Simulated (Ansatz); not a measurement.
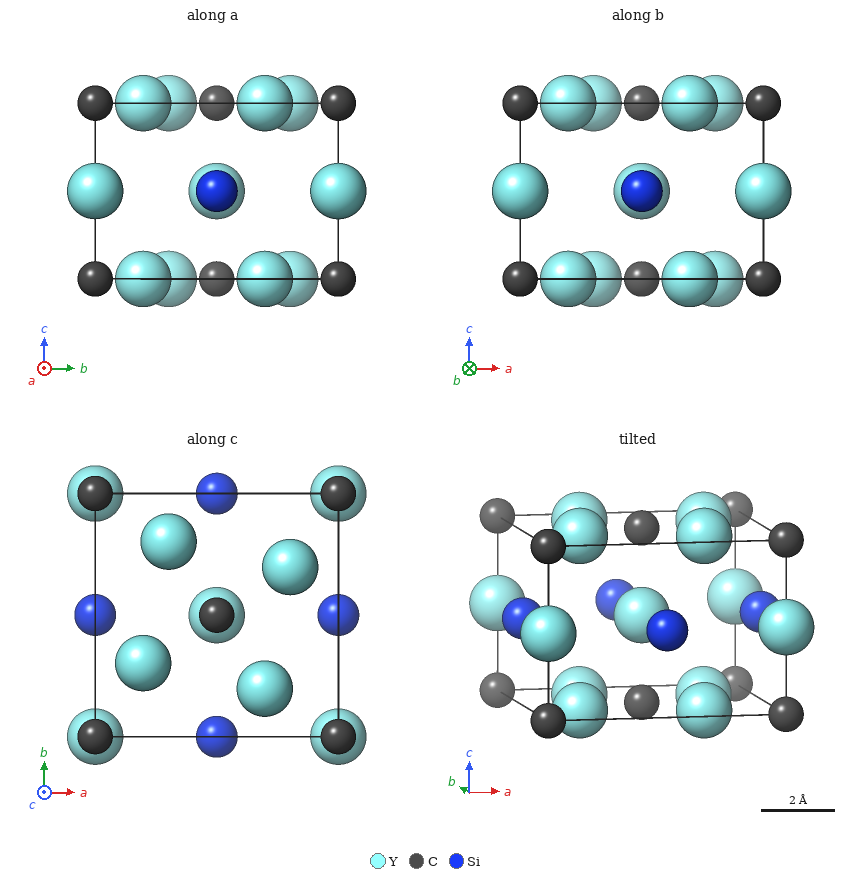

A spheres-only rendering, viewed along the a axis, along the b axis, along the c axis and slightly off an axis. The wireframe shows the unit cell.

Lattice parameters: a = 6.7378 Å, b = 6.7357 Å, c = 4.8706 Å, α = 90.017°, β = 90.007°, γ = 90.010°.

Question: Transcribe the picture into a CIF in P1 with every atom of the cell, with free fractional coordinates to two decimals.

Answer:
```cif
data_structure
_symmetry_space_group_name_H-M 'P 1'
_symmetry_Int_Tables_number 1
_cell_length_a 6.7378
_cell_length_b 6.7357
_cell_length_c 4.8706
_cell_angle_alpha 90.017
_cell_angle_beta 90.007
_cell_angle_gamma 90.010
_cell_volume 221.05
loop_
_atom_site_label
_atom_site_type_symbol
_atom_site_fract_x
_atom_site_fract_y
_atom_site_fract_z
_atom_site_occupancy
Y1 Y 0.20 0.30 0.00 1
Y2 Y 0.50 0.50 0.50 1
C1 C 0.50 0.50 0.00 1
Y3 Y 0.30 0.80 0.00 1
Y4 Y 0.00 0.00 0.50 1
Y5 Y 0.70 0.20 0.00 1
C2 C 0.00 0.00 0.00 1
Y6 Y 0.80 0.70 0.00 1
Si1 Si 0.50 0.00 0.50 1
Si2 Si 0.00 0.50 0.50 1
```

The structure was taken from a structure type filled with these elements by a generator (whether the compound takes this form wasn't checked). It was relaxed with Ansatz, DFT PBE, scalar-relativistic, plane waves, PAW.
